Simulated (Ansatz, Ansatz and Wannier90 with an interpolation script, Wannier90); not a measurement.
# Settings in Wannier-interpolated G0W0: BaTiO3 (Pm-3m)

Wanted: errors and cost of interpolated bands of BaTiO3 (Pm-3m) under coarser or faulty settings.

Main program and level: Wannier90 4.0.3; maximally localised Wannier functions from the overlaps of LDA states (plane waves, PAW).

### Step 1. Set-up

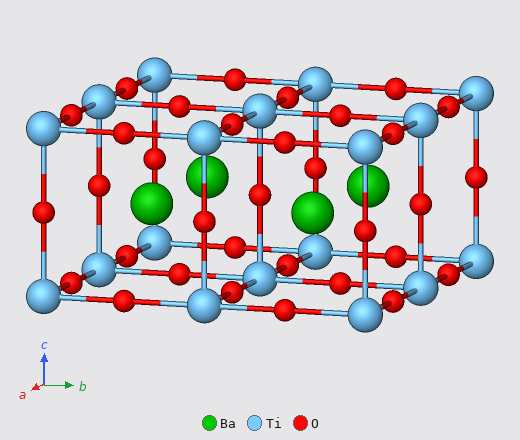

The cell as given, slightly off an axis (barium green, titanium blue, oxygen red). 2×2×1 cells are drawn. Some periodic images of atoms are drawn too.

As a file:

```cif
data_structure
_symmetry_space_group_name_H-M 'P 1'
_symmetry_Int_Tables_number 1
_cell_length_a 4.0060
_cell_length_b 4.0060
_cell_length_c 4.0060
_cell_angle_alpha 90.000
_cell_angle_beta 90.000
_cell_angle_gamma 90.000
_cell_volume 64.29
loop_
_atom_site_label
_atom_site_type_symbol
_atom_site_fract_x
_atom_site_fract_y
_atom_site_fract_z
_atom_site_occupancy
Ba1 Ba 0.50000 0.50000 0.50000 1
Ti2 Ti 0.00000 0.00000 0.00000 1
O3 O 0.50000 0.00000 0.00000 1
O4 O 0.00000 0.50000 0.00000 1
O5 O 0.00000 0.00000 0.50000 1
```

The cell and positions come from the Crystallography Open Database and are kept as given unless a step says otherwise. Spin-orbit coupling is left out unless a step names it.

### Step 2. Wannier model on 8×8×8, by Wannier90

Localised functions give a small Hamiltonian that interpolates between mesh points at no cost.

w.win reads:

```
num_iter = 1200
conv_tol = 1.0e-8
conv_window = 5
dis_num_iter = 4000
dis_conv_tol = 1.0e-8
dis_mix_ratio = 0.7
write_hr = true
use_ws_distance = false
num_print_cycles = 50
! ansatz wannier90 interface
! projections by site (counted from 0) and shell: 2 2P, 3 2P, 4 2P, 1 3D
! states of the run's bands (counted from 1): 1-31
num_bands = 31
num_wann  = 14
dis_win_min = 5.24
dis_win_max = 18.59
dis_froz_min = 5.24
dis_froz_max = 13.79
guiding_centres = true

begin unit_cell_cart
Ang
                    4.006                      0.0                      0.0
                      0.0                    4.006                      0.0
                      0.0                      0.0                    4.006
end unit_cell_cart

begin atoms_frac
Ba                       0.5                      0.5                      0.5
Ti                       0.0                      0.0                      0.0
O                        0.5                      0.0                      0.0
O                        0.0                      0.5                      0.0
O                        0.0                      0.0                      0.5
end atoms_frac

mp_grid = 8 8 8

[... the mesh's points ...]
```

Launch:

```bash
$ OMP_NUM_THREADS=1 mpirun -n 8 wannier90.x w > wannier90.x.log
```

Numbers of over 12 decimals in the logs are rounded to 6 here.

The program printed:

```text
TEM
                                    ------

                              Lattice Vectors (Ang)
                    a_1     4.006000   0.000000   0.000000
                    a_2     0.000000   4.006000   0.000000
                    a_3     0.000000   0.000000   4.006000

                   Unit Cell Volume:      64.28843  (Ang^3)

                        Reciprocal-Space Vectors (Ang^-1)
                    b_1     1.568444   0.000000   0.000000
                    b_2     0.000000   1.568444   0.000000
                    b_3     0.000000   0.000000   1.568444

 *----------------------------------------------------------------------------*
 |   Site       Fractional Coordinate          Cartesian Coordinate (Ang)     |
 +----------------------------------------------------------------------------+
 | ba   1   0.50000   0.50000   0.50000   |    2.00300   2.00300   2.00300    |
 | ti   1   0.00000   0.00000   0.00000   |    0.00000   0.00000   0.00000    |
 | o    1   0.50000   0.00000   0.00000   |    2.00300   0.00000   0.00000    |
 | o    2   0.00000   0.50000   0.00000   |    0.00000   2.00300   0.00000    |
 | o    3   0.00000   0.00000   0.50000   |    0.00000   0.00000   2.00300    |
 *----------------------------------------------------------------------------*
                                ------------
                                K-POINT GRID
                                ------------

             Grid size =  8 x  8 x  8      Total points =  512

 *---------------------------------- MAIN ------------------------------------*
 |  Number of Wannier Functions               :                14             |
 |  Number of Objective Wannier Functions     :                14             |
 |  Number of input Bloch states              :                31             |
 |  Output verbosity (1=low, 5=high)          :                 1             |
 |  Timing Level (1=low, 5=high)              :                 1             |
 |  Optimisation (0=memory, 3=speed)          :                 3             |
 |  Length Unit                               :               Ang             |
 |  Post-processing setup (write *.nnkp)      :                 F             |
 |  Using Gamma-only branch of algorithms     :                 F             |
 *----------------------------------------------------------------------------*
 *------------------------------- WANNIERISE ---------------------------------*
 |  Total number of iterations                :              1200             |
 |  Number of CG steps before reset           :                 5             |
 |  Trial step length for line search         :             2.000             |
 |  Convergence tolerence                     :         0.100E-07             |
 |  Convergence window                        :                 5             |
[...]
Final Omega_I    14.60067600 (Ang^2)

 +----------------------------------------------------------------------------+

 Writing checkpoint file w.chk... done

 *------------------------------- WANNIERISE ---------------------------------*
 +--------------------------------------------------------------------+<-- CONV
 | Iter  Delta Spread     RMS Gradient      Spread (Ang^2)      Time  |<-- CONV
 +--------------------------------------------------------------------+<-- CONV

 ------------------------------------------------------------------------------
 Initial State
  WF centre and spread    1  (  2.003000, -0.000000, -0.000000 )     1.34629874
  WF centre and spread    2  (  2.003000,  0.000000,  0.000000 )     0.83636326
  WF centre and spread    3  (  2.003000,  0.000000, -0.000000 )     1.34629874
[...]
Sum of centres and spreads (  6.009000,  6.009000,  6.009000 )    15.07094488

      0     0.151E+02     0.0000000000       15.0709448794       0.77  <-- CONV
        O_D=      0.0000000 O_OD=      0.4702689 O_TOT=     15.0709449 <-- SPRD
 ------------------------------------------------------------------------------
 Cycle:      1
[...]
Sum of centres and spreads (  6.009000,  6.009000,  6.009000 )    15.00969267

      1    -0.613E-01     0.1079551084       15.0096926733       0.79  <-- CONV
        O_D=      0.0000000 O_OD=      0.4090167 O_TOT=     15.0096927 <-- SPRD
 Delta: O_D=  0.1141226E-19 O_OD= -0.6125221E-01 O_TOT= -0.6125221E-01 <-- DLTA
 ------------------------------------------------------------------------------

             <<<     Delta < 1.000E-08  over  5 iterations     >>>
             <<< Wannierisation convergence criteria satisfied >>>

 Final State
[...]
WF centre and spread   13  ( -0.000000,  0.000000,  0.000000 )     0.71830789
  WF centre and spread   14  ( -0.000000, -0.000000,  0.000000 )     1.00340516
  Sum of centres and spreads (  6.009000,  6.009000,  6.009000 )    14.88374272

         Spreads (Ang^2)       Omega I      =    14.600676004
        ================       Omega D      =     0.000000000
                               Omega OD     =     0.283066717
    Final Spread (Ang^2)       Omega Total  =    14.883742721
 ------------------------------------------------------------------------------

 Writing checkpoint file w.chk... done

 *---------------------------------------------------------------------------*
 |                               PLOTTING                                    |
 *---------------------------------------------------------------------------*

 *===========================================================================*
 |                             TIMING INFORMATION                            |
 *===========================================================================*
 |    Tag                                                Ncalls      Time (s)|
 |---------------------------------------------------------------------------|
 |kmesh: get                                        :         1         0.112|
 |overlap: read                                     :         1         1.625|
 |dis: main                                         :         1         0.808|
 |wann: main                                        :         1         0.572|
 |plot: main                                        :         1         0.199|
 *---------------------------------------------------------------------------*
 All done: wannier90 exiting
```

Wall time 4.6 s (8 MPI ranks of Arm Neoverse V2, shared host); 34 s of CPU time.

Numbers from this step:

* gauge-invariant spread: 14.60 Å²
* diagonal spread: 0 Å²
* off-diagonal spread: 0.2831 Å²
* total spread: 14.88 Å²
* disentanglement steps: 127
* r.m.s. interpolation error: 1.57e-4 eV
* r.m.s. error near the gap: 1.55e-4 eV

Near the gap the model misses directly solved bands by 0.2 meV r.m.s. and by 1 meV at most in the window tested. This tests the starting bands, not the corrections carried with them.

### Step 3. Wannier model on 8×8×8, by the program's own minimiser

This step: maximally localised Wannier functions, LDA, plane waves, PAW.

input.yaml reads:

```yaml
crystal:
  lattice:
    - [4.006, 0.0, 0.0]
    - [0.0, 4.006, 0.0]
    - [0.0, 0.0, 4.006]
  atoms:
    - { symbol: Ba, position: [0.5, 0.5, 0.5] }
    - { symbol: Ti, position: [0.0, 0.0, 0.0] }
    - { symbol: O, position: [0.5, 0.0, 0.0] }
    - { symbol: O, position: [0.0, 0.5, 0.0] }
    - { symbol: O, position: [0.0, 0.0, 0.5] }
kpoints:
  mp_grid: { grid: [4, 4, 4] }
hamiltonian:
  xc: lda
scf:
  occupations: { method: fixed }
  n_extra_bands: 34
output:
  wannier:
    kmesh: [8, 8, 8]
    projections: [{ species: O, l: p, shell: 2 }, { species: Ti, l: d, shell: 3 }]
    minimise: true
    write_hr: true
    seedname: w
    conv_tol: 1.0e-06
    max_iter: 20000
    stability_check: false
    disentanglement:
      window: [5.24, 18.59]
      frozen_window: [5.24, 13.79]
      conv_tol: 1.0e-08
```

Launch:

```bash
$ ansatz run input.yaml --threads 8 --pin off --max-ram 18432MiB --backend cpu --events-out ev --progress --plain --runs-dir out
```

The program printed:

```text
scf.n_extra_bands = 34 over 20 filled bands (N_el = 40.0): the run solves 54 bands
Engine: ansatz 0.2.0, aarch64-unknown-linux-gnu
Pseudopotentials: kind: paw
Pseudopotential: Ba, paw, valence charge 10, recommended cutoff 420 eV (normal), Ba.paw.azcp
Pseudopotential: Ti, paw, valence charge 12, recommended cutoff 420 eV (normal), Ti.paw.azcp
Pseudopotential: O, paw, valence charge 6, recommended cutoff 420 eV (normal), O.paw.azcp
Functional definition: SPW92
  exchange = slater_x
  correlation = pw_c
Crystal: 5 atoms, lattice volume = 64.288 Å³
Basis set: ecut = 420 eV, 1237 PW (Γ)
Bands: 54, of which v1, the nominal top of the filled ones, is band 20 counted from 1 (19 counted from 0)
Symmetry: 48 space group operations
Space group: Pm-3m (ITA 221), of the structure as read, at distance tolerance 4.0e-5 Å
k-points: 10 of 64
Non-local potential: Ba, projectors of the file, l = 0: 3, l = 1: 2, l = 2: 2, l = 3: 2
Non-local potential: Ti, projectors of the file, l = 0: 3, l = 1: 2, l = 2: 3, l = 3: 1
Non-local potential: O, projectors of the file, l = 0: 2, l = 1: 2, l = 2: 1
PAW form: soft (Blöchl's): semilocal exchange-correlation on the pseudo side does not see the compensation charge
PAW frozen core: Ba, regenerated for the run's functional, and the local potential with it (the file was generated under x = pbe(κ = 0.804, μ = 0.219515), c = pbe(β = 0.066725))
PAW frozen core: Ti, regenerated for the run's functional, and the local potential with it (the file was generated under x = pbe(κ = 0.804, μ = 0.219515), c = pbe(β = 0.066725))
[...]
SCF 1 converged in 7 iterations: F = -9904.374895 eV  dr2 = 1.25e-8
[...]
NSCF: frozen V_eff on 38 k-points
the Wannier pass solved 38 of the 512 points of its mesh, and has the states at the others by symmetry: states obtained by the crystal's operations at points that were solved too leave a residual of 4.19e-13 eV (read by the count's bands and the next), within 5.56e-6 eV
SCF converged after 7 iterations
Free energy (F): -9904.374895 eV
Harris-Foulkes:  -9904.374895 eV  (|F-HF|=8.82e-9)
Internal energy: -9904.374895 eV  (E = F + TS)
E sigma→0 (E₀):  -9904.374895 eV
Fermi energy:    9.888464 eV
--- Per-component energies (eV) ---
  E_band       = -151.813174
  E_kinetic    = 964.011436
  E_local      = -2100.623804  (includes V_loc(G=0)·N_el)
  E_nonlocal   = 215.793926
  E_hartree    = 812.999309
  E_xc         = -484.652559
  E_vxc        = -541.851690  (∫ρ·V_xc dr)
  E_paw        = -6494.403653  (= ΣΔE_a)
  E_vpaw       = -315.146897  (= ΣTr[D̂ρ^β])
  E_aug_tail   = 0.007422  (compensation charges beyond the density's cutoff)
  E_ewald      = -2818.406203
  E_core_change = 0.899230  (= ΣΔE_core)
  E_smearing   = -0.000000  (= −TS)
  E_closure    = -0.000000  (closes the sum)
  Σ components = -9904.374895   (vs F -9904.374895, Δ=0.00e0)
--- Band table (eV; the first three rows and the last of 10) ---
  k-point 0: bands = [... 16 lower, 8.7651, 9.7838, 9.7838, 9.7838, 11.5904, 11.5904, 11.5904, 13.8566, ... 30 higher]
  k-point 1: bands = [... 16 lower, 8.3403, 8.6779, 9.4496, 9.4496, 11.6544, 12.5688, 12.5688, 13.8599, ... 30 higher]
  k-point 2: bands = [... 16 lower, 8.0498, 8.0498, 9.2093, 9.2093, 11.7210, 13.3597, 13.3597, 13.8624, ... 30 higher]
  k-point 9: bands = [... 16 lower, 7.5355, 9.8885, 9.8885, 9.8885, 14.0447, 14.0447, 14.0447, 16.6561, ... 30 higher]
Wannier search: line search 1 of at most 20000: gauge-dependent spread (as the search counts it) 0.4089819 Å², largest recent change 6.1e-2 Å² against conv_tol 1.0e-6 Å², 0 stops escaped
```

The job ended after 4.3 s (8 threads; peak memory 0.94 GiB; 20 s of CPU time).

Reading the cycles: dr2 is the Hartree energy of the density residual (eV), the measure of convergence; HF is the Harris–Foulkes estimate of the energy, which meets the free energy F at convergence.

Numbers from this step:

```yaml
gauge_invariant_spread: 14.60 Å²
diagonal_spread: 2.00e-25 Å²
off_diagonal_spread: 0.2830 Å²
total_spread: 14.88 Å²
least_projectability: 0.6634
localisation_steps: 34
disentanglement_steps: 119
r_m_s_interpolation_error: 1.57e-4 eV
r_m_s_error_near_the_gap: 1.56e-4 eV
```

Near the gap the model misses directly solved bands by 0.2 meV r.m.s. and by 1 meV at most in the window tested. This tests the starting bands, not the corrections carried with them.

Frozen up to 3.90 eV; above it the model need not follow the bands. Electronic bands along the path, in eV, zero at the valence-band top; v1 is the highest filled band, c1 the lowest empty one:

```tsv
point	v4	v3	v2	v1	c1	c2	c3	c4
Γ	-1.12	-0.10	-0.10	-0.10	1.70	1.70	1.70	3.97
X	-1.84	-1.84	-0.68	-0.68	1.83	3.47	3.47	3.97
M	-1.71	-0.83	-0.83	-0.05	3.49	3.49	3.91	4.86
Γ	-1.12	-0.10	-0.10	-0.10	1.70	1.70	1.70	3.97
R	-2.35	0.00	0.00	0.00	4.16	4.16	4.16	7.71
X	-1.84	-1.84	-0.68	-0.68	1.83	3.47	3.47	3.97
jump to R	-2.35	0.00	0.00	0.00	4.16	4.16	4.16	7.71
M	-1.71	-0.83	-0.83	-0.05	3.49	3.49	3.91	4.86
```

The same for Kohn-Sham, solved directly:

```tsv
point	v4	v3	v2	v1	c1	c2	c3	c4
Γ	-1.12	-0.10	-0.10	-0.10	1.70	1.70	1.70	3.97
X	-1.84	-1.84	-0.68	-0.68	1.83	3.47	3.47	3.97
M	-1.71	-0.83	-0.83	-0.05	3.49	3.49	3.90	4.82
Γ	-1.12	-0.10	-0.10	-0.10	1.70	1.70	1.70	3.97
R	-2.35	0.00	0.00	0.00	4.16	4.16	4.16	6.77
X	-1.84	-1.84	-0.68	-0.68	1.83	3.47	3.47	3.97
R	-2.35	0.00	0.00	0.00	4.16	4.16	4.16	6.77
M	-1.71	-0.83	-0.83	-0.05	3.49	3.49	3.90	4.82
```

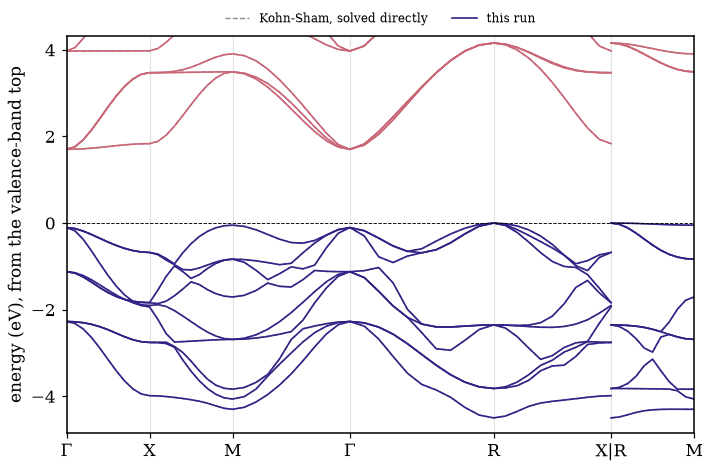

Electronic bands along the path; lines of filled and empty bands in two colours; dashed: Kohn-Sham, solved directly.

(Part 1 of 2 ends here.)

[Paths, hosts, dates, memory and timing lines, banners, echoed tables and standing remarks are left out of the program output.]

[Logs are printed without paths, hosts, clocks, repeated set-up lines and the standing remarks that a program may print on its own settings, such as how far it seeks lower states.]

[Runs of the session that timed out or met a known fault of the program may be left out.]

[Hosts, paths, dates, database ids (printed as entryN), source tags and the programs' standing remarks are cut or masked in the printed files.]
